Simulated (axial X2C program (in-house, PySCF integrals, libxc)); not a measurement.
## Relativistic diatomic calculation for CuF⁺

System: CuF⁺, single determinant with Ω = 3/2 (not the lowest found). The distance is the PBE0 minimum at charge 1.
Method: expectation values, HF and Kohn-Sham, two-component X2C with atomic mean-field Coulomb and Gaunt terms, Cu dyall-cv3z, F dyall-av3z (cores contracted) (axial X2C program (in-house, PySCF integrals, libxc)).

**Log**
```
two-component X2C + atomic mean field  PBE0
basis functions 159  fitting functions 859  grid points 5075
iter        total energy     max residual
   1      -1753.614589245     3.41e-05
   2      -1753.614589147     1.21e-04
   3      -1753.614589258     1.33e-05
   4      -1753.614589261     6.87e-06
   5      -1753.614589261     2.16e-06
converged
one-electron -2593.48599414  Coulomb 835.96458089  exact exchange -19.03424561  xc functional -58.80380807  nuclear repulsion 82.26042409  atomic mean-field constant -0.51554643
```

**Expectation values by level of theory**

| quantity | PBE0 | HF | TPSSh | LDA | BHandHLYP |
| --- | --- | --- | --- | --- | --- |
| effective field for an electron dipole moment (GV/cm) | 0.0879 | 0.0819 | 0.0917 | 0.0590 | 0.0960 |
| field gradient at the first nucleus (a.u.) | 0.348 | 0.0414 | 0.392 | 0.704 | 0.448 |
| field gradient at the second nucleus (a.u.) | 0.169 | 1.14 | 0.141 | 0.182 | 0.790 |
| A∥/gI, first nucleus (MHz) | 366 | 530 | 351 | 308 | 482 |
| A∥/gI, second nucleus (MHz) | 166 | 31.0 | 166 | 175 | 102 |

Each column comes from one determinant, in a basis with contracted cores. The levels disagree widely: A∥/gI at the second nucleus runs from 31.0 to 175 MHz, the field gradient at the first nucleus runs from 0.0414 to 0.704 a.u. and the field gradient at the second nucleus runs from 0.141 to 1.14 a.u. They may not all have settled in the same state, and these values aren't reliable properties of the molecule.

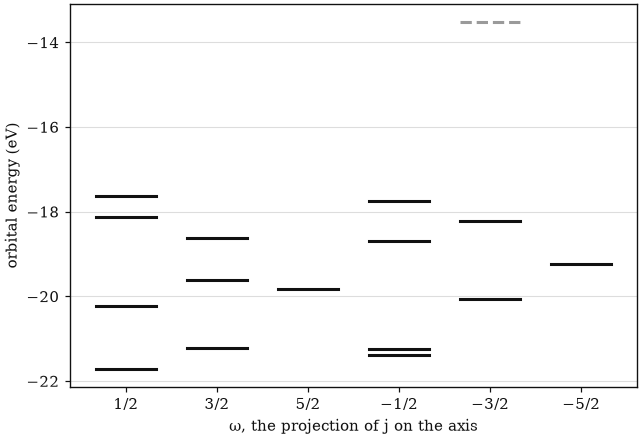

Fig. 1: Orbital energies (PBE0) near the frontier at 1.68 Å, filled (solid) and empty (dashed). The highest filled spinor (1/2; 66 % F p, 32 % Cu d) lies at −17.63 eV, the lowest empty one (−3/2; 61 % Cu d, 36 % F p) at −13.51 eV.

**Input**
```
{"zs": [29, 9], "q": 1, "bas": ["dyall-cv3z", "dyall-av3z"], "r0": 1.76, "levels": ["PBE0", "HF", "TPSSh", "LDA", "BHandHLYP"], "nst": 3}
```

The line is the task of a batch: nuclear charges, charge, bases, the levels to run, a first guess of the distance and further settings. This report covers the levels named above. The log is that of the reference distance, started from orbitals converged before.

The run was one of a batch that the task file lists, launched with:
```bash
python <driver script> task.json out
```

**Key numbers**

- outcome: converged; the levels of theory disagree widely
- hardware: 1 thread of Arm Neoverse V2, 112 GiB of memory available, shared host
- wall time: 2.5 s
- peak memory: 0.29 GiB
